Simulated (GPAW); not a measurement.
Band structure of Rb (Im-3m, 1 atom in the cell).

```xyz
1
Lattice="-2.8250 2.8250 2.8250 2.8250 -2.8250 2.8250 2.8250 2.8250 -2.8250" Properties=species:S:1:pos:R:3 pbc="T T T"
Rb     0.0000     0.0000     0.0000
```

Computed with PBE, GPAW PAW datasets PBE (gpaw-data 1.0.1) (plane waves; GPAW).

Settings: mode = pw; ecut = 550 eV; xc = PBE; kpts = 11 11 11; mesh shift (steps) = 0 0 0; occupations.name = fermi-dirac; occupations.width = 0.05 eV; nbands = -9; symmetry.symmorphic = false; symmetry.tolerance = 0.0005; maxiter = 150; bandpath_npoints = 40.

The starting cell has typed, rounded lattice constants, without a prior relaxation at this level.

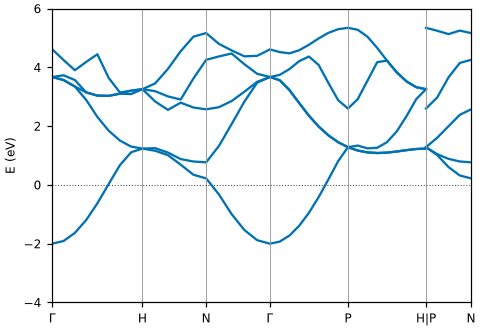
Fig. 1. Bands along the path, energies from the Fermi level.

Levels in eV from the Fermi level, bands 1 to 8:
| point | 1 | 2 | 3 | 4 | 5 | 6 | 7 | 8 |
|---|---|---|---|---|---|---|---|---|
| Γ | -28.91 | -12.96 | -12.96 | -12.96 | -2.00 | 3.67 | 3.67 | 3.67 |
| H | -28.90 | -13.03 | -13.03 | -13.03 | 1.23 | 1.23 | 3.25 | 3.25 |
| N | -28.90 | -13.06 | -13.00 | -12.96 | 0.22 | 0.77 | 2.57 | 4.25 |
| P | -28.90 | -13.01 | -13.01 | -13.01 | 1.28 | 1.28 | 1.28 | 2.60 |

Bands cross the Fermi level along this path, so the cell is metallic at this level.
